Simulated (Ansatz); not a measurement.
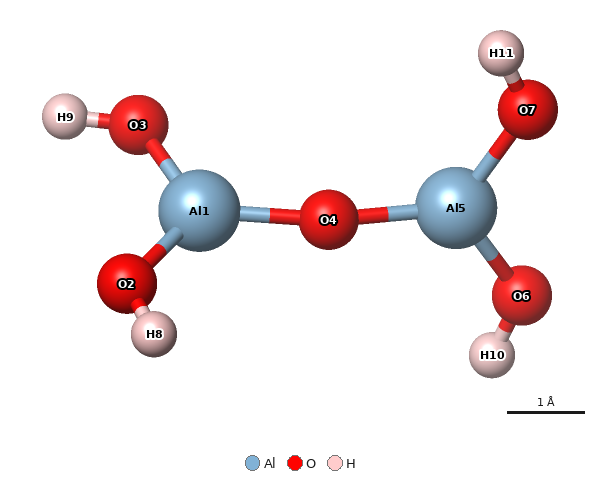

The structure (ball-and-stick view, seen on its broad side; atoms are numbered from 1 in the order of the input). Sticks mark near contacts. Bond lengths as drawn: Al–O 1.69 to 1.70 Å and H–O 0.96 Å.

## Al2H4O5: a changed input and its effect

System: Al2H4O5 ([(OH)2Al]2O).
Method of run 1: RKS PBE0-D4/def2-TZVP (Ansatz 0.2.0).

The geometry comes from this level: PBE0-D4/def2-SVP. Text and figures count atoms from 1; the logs count them from 0 in places.

Input, run 1:
```yaml
crystal:
  periodic: [false, false, false]
  atoms:
    - {symbol: Al, position_ang: [0.377478, 1.342882, 0.713026]}
    - {symbol: O, position_ang: [1.243805, 1.563327, 2.155605]}
    - {symbol: O, position_ang: [-0.160809, 2.719429, -0.117446]}
    - {symbol: O, position_ang: [0.031693, -0.178267, 0.073830]}
    - {symbol: Al, position_ang: [-0.452737, -1.519326, -0.838079]}
    - {symbol: O, position_ang: [-1.757393, -2.499047, -0.381279]}
    - {symbol: O, position_ang: [0.350057, -2.005085, -2.248260]}
    - {symbol: H, position_ang: [1.589319, 0.854123, 2.698509]}
    - {symbol: H, position_ang: [-0.001530, 3.609926, 0.198515]}
    - {symbol: H, position_ang: [-2.300866, -2.354135, 0.392909]}
    - {symbol: H, position_ang: [1.080984, -1.533838, -2.647329]}
basis:
  gaussian: {orbitals: def2-TZVP, initial_orbitals: start.molden}
hamiltonian: {xc: pbe0, dispersion: d4}
scf: {omitted_lower_state_checks: [starts]}
output: {orbitals: {seedname: orbitals}}
```

Launched with:
```bash
ansatz run in.yaml --threads 4 --pin off --events-out ev --progress --plain --max-ram 4787MiB
```

Hardware: 4 threads of Arm Neoverse V2, 23 GiB of memory available, shared host.

Output (run 1):
```
Functional definition: PBE0
  parameter a = 0.25
  parameter kappa = 0.804
  parameter beta = 0.06672455060314922
  exchange = (1 - a)*pbe_x(kappa = kappa, mu = beta*pi^2/3) + a*exact_x
  correlation = pbe_c(beta = beta)
these checks for a lower state are left out or cut short: starts
1489 factors; their error is unknown
mean field evaluation 1: about -23484.7971 eV, gradient 2.1e2 eV
mean field evaluation 2: about -23491.4589 eV, gradient 8.2e0 eV
mean field evaluation 4: about -23491.6994 eV, gradient 3.6e-1 eV
mean field evaluation 8: about -23491.6996 eV, gradient 2.3e-5 eV
mean field -23491.69961505 eV, -863.3040376071 hartree, gradient 2.3e-5 eV, S^2 0.000000; 0 other end points of the search recorded, 0 dependent functions left out
reference -23491.69965602 eV, -863.3040391127 hartree; 35, 35 occupied and 218, 218 virtual orbitals, 1489 factors
Total energy: -23491.89035940 eV, -863.3110473326 hartree
Checks for a lower state left out: starts
```

The input of run 2 differs as follows (lines with − go, lines with + come):
```diff
-  gaussian: {orbitals: def2-TZVP, initial_orbitals: start.molden}
+  gaussian: {orbitals: def2-TZVP}
+magnetization: {spin_polarized: true, initial_magnetization: 2}
```

How does run 2 compare with run 1?

The total energy of run 2 is 147.9 kcal/mol higher, which measures the change of basis and not a stability. The HOMO goes from −8.89 to −3.01 eV. The LUMO goes from −0.91 to −7.70 eV. On the same kind of shared host run 2 took about 7.4 times as long.

Output (run 2):
```
Functional definition: PBE0
  parameter a = 0.25
  parameter kappa = 0.804
  parameter beta = 0.06672455060314922
  exchange = (1 - a)*pbe_x(kappa = kappa, mu = beta*pi^2/3) + a*exact_x
  correlation = pbe_c(beta = beta)
these checks for a lower state are left out or cut short: starts
1489 factors; their error is unknown
mean field evaluation 1: about -23463.3795 eV, gradient 8.0e1 eV
mean field evaluation 2: about -23357.2749 eV, gradient 1.6e2 eV
mean field evaluation 4: about -23478.5946 eV, gradient 3.5e1 eV
mean field evaluation 8: about -23484.5407 eV, gradient 9.4e0 eV
mean field evaluation 16: about -23484.9856 eV, gradient 3.5e0 eV
mean field evaluation 32: about -23485.2882 eV, gradient 9.7e-6 eV
mean field -23485.28819649 eV, -863.0684223208 hartree, gradient 9.7e-6 eV, S^2 2.007873; 0 other end points of the search recorded, 0 dependent functions left out
reference -23485.28823895 eV, -863.0684238814 hartree; 36, 34 occupied and 217, 219 virtual orbitals, 1489 factors
Total energy: -23485.47894233 eV, -863.0754321014 hartree
Checks for a lower state left out: starts
```

The two runs side by side:

```tsv
quantity	run 1	run 2
outcome	converged	converged
total energy (hartree)	−863.311047	−863.075432
HOMO (eV)	−8.89	−3.01
LUMO (eV)	−0.91	−7.70
basis functions	253	253
⟨S²⟩	–	2.008
wall time (shared host)	3.5 s	26 s
```
